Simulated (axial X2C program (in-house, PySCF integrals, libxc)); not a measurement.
**Relativistic diatomic calculation, with input and output: TaO⁻**

System: TaO⁻, single determinant with M_S = 1 and |Λ| = 0.
Method: PBE0, spin-free X2C-1e, Ta dyall-av3z, O dyall-av3z (cores contracted) (axial X2C program (in-house, PySCF integrals, libxc)).

Results in brief:

| quantity | value |
| --- | --- |
| outcome | converged; a filled level lies above zero |
| bond length rₑ | 1.718 Å |
| ωₑ | 963.3 cm⁻¹ |
| energy at the minimum | −15680.58680 hartree |
| depth below the fragments | 7.80 eV |
| largest ⟨S²⟩ along the curve | 2.27 |
| hardware | 1 CPU thread, shared host |
| wall time | 12 s |

Notes:

The highest filled level (PBE0, up to 0.77 eV) lies above zero. That is common for anions, where the functional's self-interaction leaves the outer electrons unbound; only the finite basis holds them, so such levels depend on it. ⟨S²⟩ reaches 2.27 where a pure state of this multiplicity has 2.00, so the determinant is spin-contaminated. Limits: 8 of the 10 points asked for were kept.

Input:
```
{"zs": [73, 8], "q": -1, "bas": ["dyall-av3z", "dyall-av3z"], "levels": ["PBE0", "HF", "PBE", "PW91"], "cc": false, "r0": 1.83, "npts": 10, "nst": 2, "ntry": 6}
```

The line is the task of a batch: nuclear charges, charge, bases, the levels to run, a first guess of the distance and further settings. This report covers PBE0 without spin-orbit coupling. The log is that of the reference distance 1.721 Å, started from orbitals converged before.

The run was one of a batch that the task file lists, launched with:
```bash
python <driver script> task.json out
```

Log:
```
spin-free X2C-1e  PBE0
basis functions 230  fitting functions 1240  grid points 5076
iter        total energy     max residual
   1     -15680.586795223     3.68e-06
   2     -15680.586795225     3.39e-06
converged
one-electron -21896.92226119  Coulomb 6366.06315903  exact exchange -80.97254327  xc functional -248.32487157  nuclear repulsion 179.56972178
```

The points of the curve:

```
R (Å)    E (hartree)  dipole (D; origin at the first atom, positive when the second is positive)  highest filled (eV)  lowest empty (eV)
1.566  −15680.559164                                                                       −0.16                 0.77               1.89
1.618  −15680.575821                                                                       −0.58                 0.67               1.89
1.669  −15680.584458                                                                       −0.99                 0.56               1.90
1.721  −15680.586795                                                                       −1.40                 0.45               1.91
1.781  −15680.583478                                                                       −1.87                 0.32               1.91
1.841  −15680.575345                                                                       −2.34                 0.19               1.92
1.919  −15680.560087                                                                       −2.92                 0.02               1.93
2.014  −15680.537005                                                                       −3.62                −0.17               1.93
```

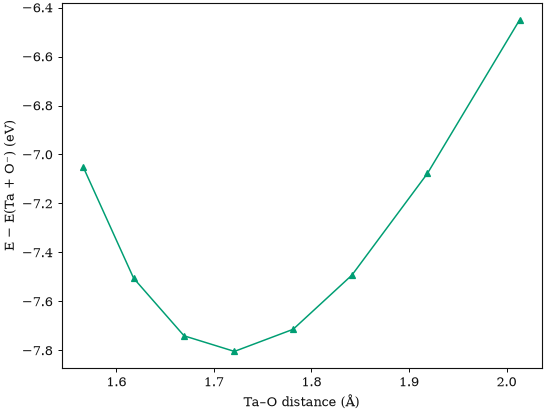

**Figure 1.** Energy at 8 bond lengths, for one set of occupations held fixed; the line joins the points. A polynomial of degree 6 through 8 points gives rₑ = 1.718 Å, ωₑ = 963.3 cm⁻¹, ωₑxₑ = 3.3 cm⁻¹ and Bₑ = 0.3887 cm⁻¹. The minimum lies 7.80 eV below Ta + O⁻, each computed as one determinant at the same level.

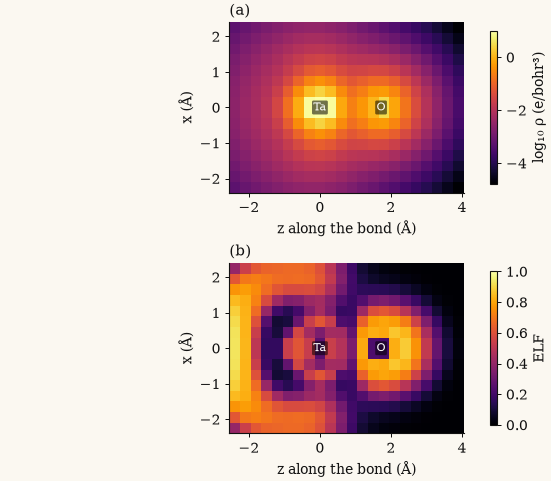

**Figure 2.** (a) electron density on a logarithmic scale; (b) electron localisation function, in a plane that holds the axis, at 1.72 Å, on points 0.3 Å apart (one half computed, the other mirrored); the structure near the nuclei is finer than these points.

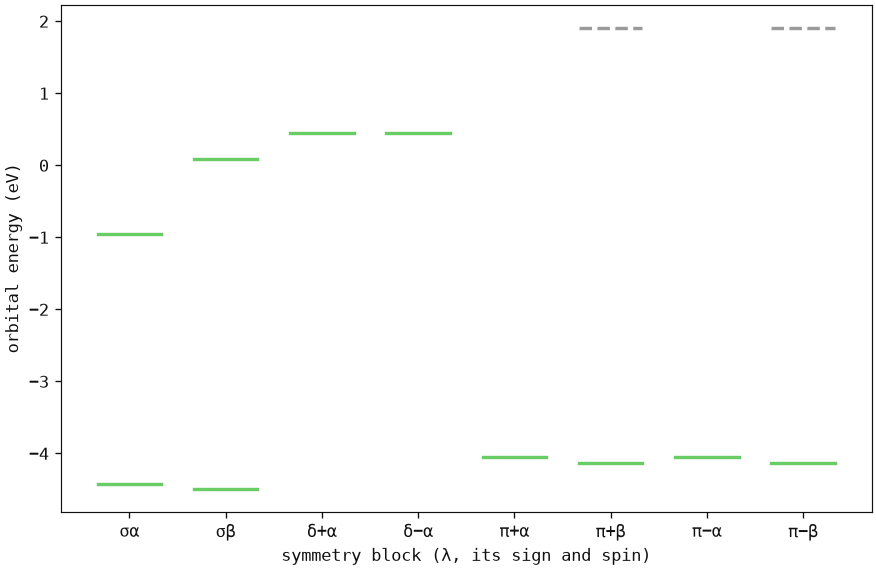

**Figure 3.** Orbital energies near the frontier at 1.72 Å, filled (solid) and empty (dashed); a label such as π−α means λ = −1 and α spin. The highest filled orbital (δ+α; 98 % Ta d) lies at 0.45 eV, the lowest empty one (π+β; 99 % Ta p) at 1.91 eV. A filled level above zero is held only by the finite basis .
